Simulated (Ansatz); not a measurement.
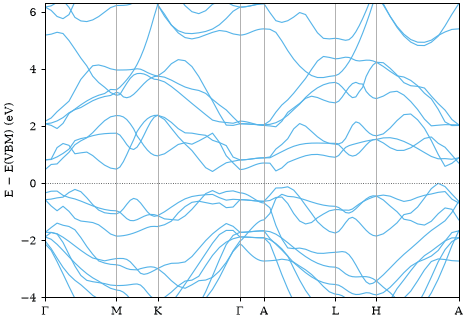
Fig. 1. Band structure from plane-wave PAW PBE (Ansatz code)

The gap is 0.31 eV; an edge lies off the plotted path or next to a special point (maximum off the standard path, minimum off the standard path).

The material is Te3As2 (La2O3 or Ni2Al3 type, P-3m1).

A made-up cell: these elements were put on the sites of a structure type; neither database checked (COD, Materials Project) lists it. COD files the formula under space group No. 12, so this cell is another polymorph or a model. Its standing as an ambient phase is unchecked. Symmetry was held in the PBE relaxation; whether a distortion lowers the energy is not shown. Spin–orbit coupling is left out wherever it is not named.

Potentials: the later of the program's two PAW sets.
